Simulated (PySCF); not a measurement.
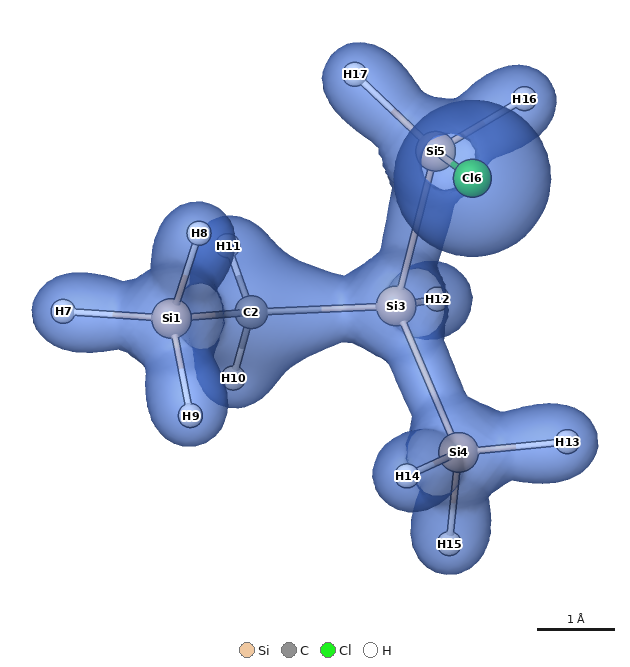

Figure 1: CH₁₁ClSi₄. Isosurface of the electron density at 0.5 e/Å³ (blue), seen across its widest extent.

Geometry: GFN2-xTB.

Theory: PySCF 2.14.0, PBE0/pcSseg-1, SCF density, gas phase, non-relativistic.

The calculation's input:

```
{"job": {"kind": "nmr", "xc": "PBE0", "basis": "pcSseg-1"}, "charge": 0, "multiplicity": 1}
Si    -1.737774    -1.259273     0.913897
C     -0.965288    -0.970986    -0.798681
Si     0.530046     0.226807    -0.869874
Si     2.338633    -0.587312     0.346397
Si    -0.223362     2.359628    -0.332649
Cl     0.409505     2.808807     1.551500
H     -2.950759    -2.072255     0.781541
H     -2.085629     0.033337     1.510043
H     -0.777803    -1.966451     1.764555
H     -0.661967    -1.933715    -1.211750
H     -1.739595    -0.592769    -1.468093
H      0.889049     0.280363    -2.310765
H      3.416992     0.403764     0.401886
H      1.992491    -0.921105     1.729787
H      2.926789    -1.799253    -0.235696
H      0.306040     3.435553    -1.175891
H     -1.674367     2.566890    -0.307194
```

Launched as:

```sh
OMP_NUM_THREADS=1 python probes_run.py task.json out
```

Question: How is the density connected at this value?

Answer: At this value the surface is in one piece. It bridges the sampled C–Si (1.90 Å), Si–Cl (2.04 Å), Si–Si (2.32 Å) and C–H (1.09 Å) contacts, where the density stays above the isovalue. On the grid the lowest density along these lines, outside the cores, is 0.75 e/Å³ (C–Si, 1.90 Å), 0.65 e/Å³ (Si–Cl, 2.04 Å), 0.64 e/Å³ (Si–Si, 2.32 Å) and 1.8 e/Å³ (C–H, 1.09 Å).
